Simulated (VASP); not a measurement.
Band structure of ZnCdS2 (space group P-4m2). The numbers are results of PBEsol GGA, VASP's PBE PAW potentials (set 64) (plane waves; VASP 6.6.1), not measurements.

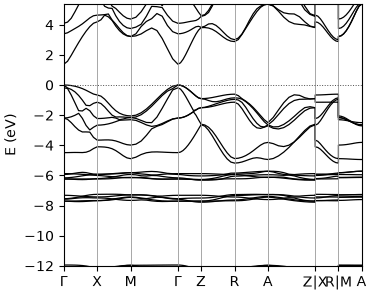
Figure: Bands along high-symmetry lines, zero at the valence-band maximum or, without a gap, the Fermi level

Question: Read the plot: is there a gap, and where are the band edges?

Answer: The gap is direct, 1.38 eV, from the valence maximum at Γ to the conduction minimum at Γ. (Edges off the drawn lines would not show.)

The structure comes from a computed database's ZnCdS2 entry (P-4m2); how it stands against other phases isn't given here. It was relaxed first.
